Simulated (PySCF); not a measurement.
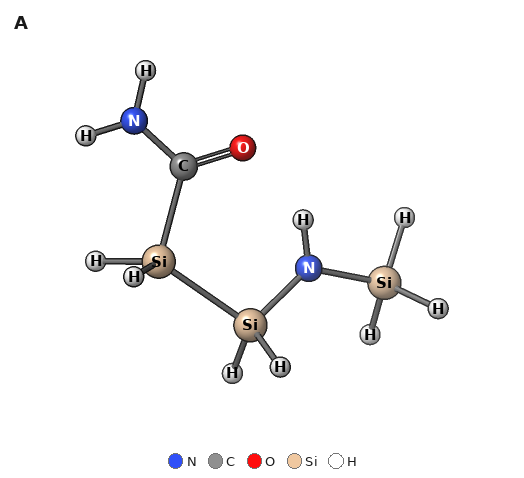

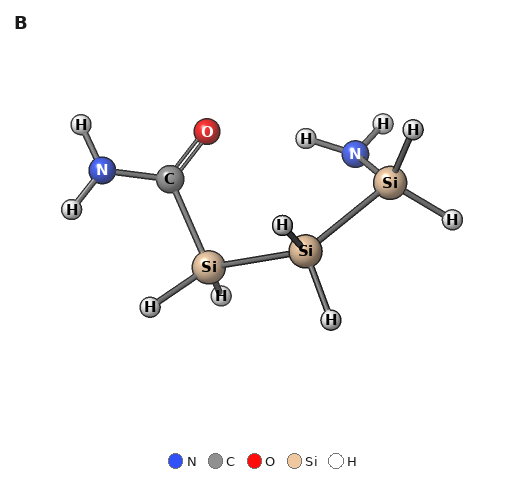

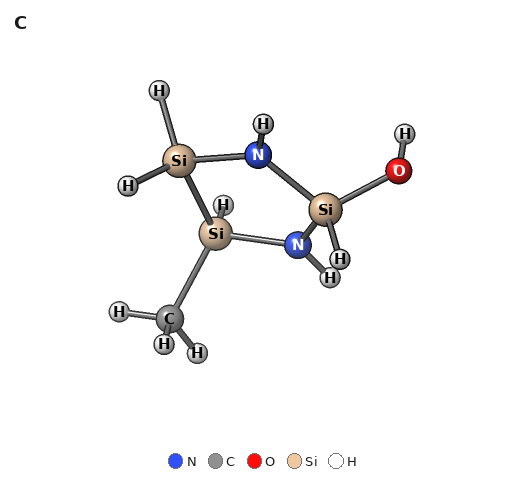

3 stationary structures of one formula. Geometries: GFN2-xTB. Electronic energies: PBE0/pcSseg-1 (PySCF 2.14.0), without zero-point energy. No frequency run is at hand to confirm each as a minimum. Each is one conformer, not always the lowest.

Which is lowest in energy, and by how much?

Answer. C is lowest; A lies 76.0 kcal/mol above it, B lies 81.7 kcal/mol above it. A is `NC(=O)[SiH2][SiH2]N[SiH3]`, B is `N[SiH2][SiH2][SiH2]C(N)=O`, C is `C[Si@@H]1N[Si@@H](O)N[SiH2]1`.

The geometry is semi-empirical. Around Si such bond lengths and angles can be off by a tenth of an ångström or more and by several degrees, and values that hang on the shape move with them.
